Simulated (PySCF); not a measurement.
# BHLYP/def2-TZVPPD run of GaF (SMILES [F][Ga])

Aim: the vertical ionisation energy of GaF at BHLYP/def2-TZVPPD, from 2 runs. 

The calculation is run with PySCF 2.14.0.

1 further run of the same task is left out (set aside as unsound or not needed).

## (1) The molecule

GaF: 2 atoms, total charge 0, spin state singlet. SMILES: `[F][Ga]`. Geometry: a GFN2-xTB relaxation, a rough one for these elements and not checked as a minimum.

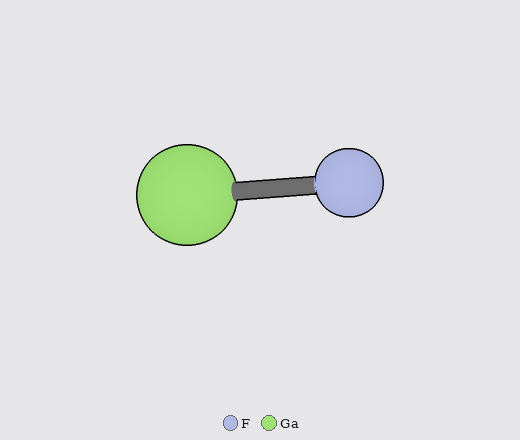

Viewed from a chosen angle; fluorine light blue, gallium green.

## (2) A single-point energy at BHLYP/def2-TZVPPD

run.py

```python
from pyscf import gto, dft

system = gto.Mole()
system.atom = '''
F      0.000000     0.000000     0.000000
Ga     0.000000     0.000000     3.399901
'''
system.verbose = 3
system.max_memory = 1860
system.basis = 'def2-tzvppd'
system.unit = 'bohr'
system.spin = 0
system.build()

ks = dft.RKS(system, xc='bhandhlyp')
ks.grids.level = 5
ks.conv_tol = 1e-10
ks.kernel()
if not ks.converged:
    ks = ks.newton().run(ks.mo_coeff, ks.mo_occ)

e_tot = ks.e_tot
print(f'total energy: {e_tot:.8f} hartree')
```

Run with:

```sh
OMP_NUM_THREADS=1 python run.py
```

Log:

```text
converged SCF energy = -2024.7395749239
total energy: -2024.73957492 hartree
```

It took 7.2 s on 1 thread of Arm Neoverse V2, shared host; peak memory 0.44 GiB.

## (3) The doublet cation, same level

input.xyz

```xyz
2
FGa
F      0.000000     0.000000     0.000000
Ga     0.000000     0.000000     1.799150
```

input.py

```python
from pyscf import gto, dft

mol = gto.M(
    atom='input.xyz',
    verbose=3,
    basis='def2-tzvppd',
    spin=1,
    max_memory=1860,
    charge=1,
)

calc0 = dft.UKS(mol, xc='bhandhlyp')
calc0.conv_tol = 1e-10
calc0.grids.level = 5
calc0.kernel()
if not calc0.converged:
    calc0 = calc0.newton().run(calc0.mo_coeff, calc0.mo_occ)

e_final = calc0.e_tot
print(f'total energy: {e_final:.8f} hartree')
```

Run with:

```sh
OMP_NUM_THREADS=1 python input.py
```

Log:

```text
WARN: HOMO -0.299998084053058 >= LUMO -0.299998084053051

converged SCF energy = -2024.35389669161  <S^2> = 0.76034  2S+1 = 2.0103134
total energy: -2024.35389669 hartree
```

It took 14 s on 1 thread of Arm Neoverse V2, shared host; peak memory 0.45 GiB.

## (4) Outcome

Level: BHLYP/def2-TZVPPD.

```
                                          quantity           value
                         singlet GaF: total energy  -2024.73957 Eh
                        singlet GaF: dipole moment          2.55 D
                          singlet GaF: HOMO energy        -8.86 eV
                          singlet GaF: LUMO energy        -0.77 eV
                        singlet GaF: HOMO–LUMO gap         8.09 eV
                      doublet cation: total energy  -2024.35390 Eh
doublet cation: HOMO energy (highest over α and β)       -17.86 eV
 doublet cation: LUMO energy (lowest over α and β)       -12.19 eV
                              doublet cation: ⟨S²⟩           0.760
vertical ionisation energy (to the doublet cation)       10.495 eV
```

What this shows: Removing an electron at fixed nuclei costs 10.49 eV (1013 kJ/mol). The negative HOMO energy of the first species, 8.86 eV, lies 1.63 eV below that difference.
